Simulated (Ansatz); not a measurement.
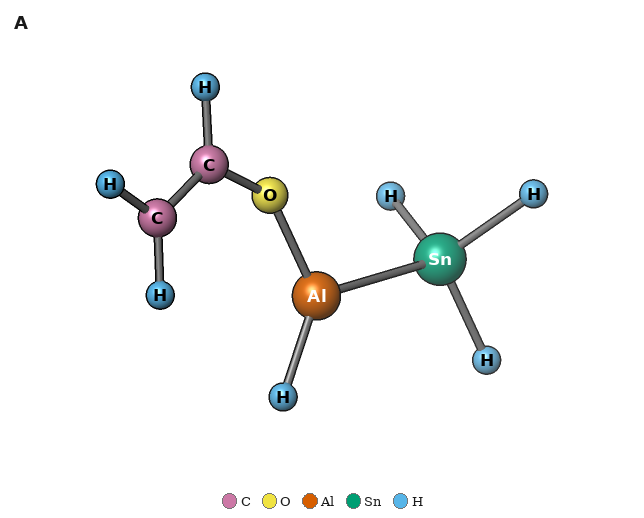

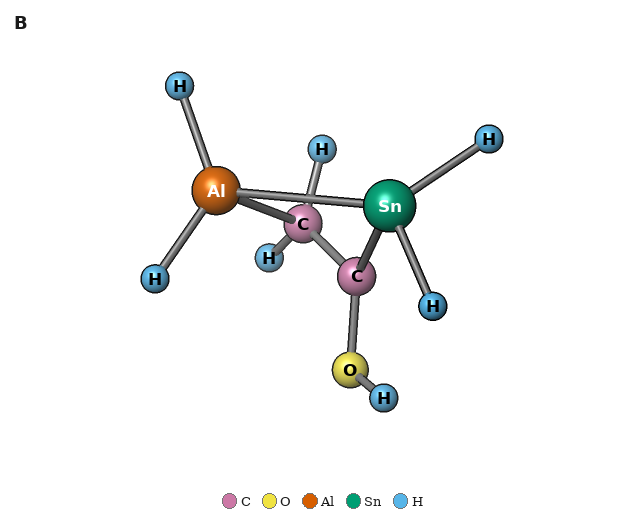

2 stationary structures of one formula. Geometries: PBE-D4/def2-SVP. Electronic energies: PBE-D4/def2-SVP (Ansatz 0.2.0), without zero-point energy. No frequency run is at hand to confirm each as a minimum. Each is one conformer, not always the lowest.

### Which is lowest in energy, and by how much?

A is lowest; B lies 112.5 kJ/mol above it.
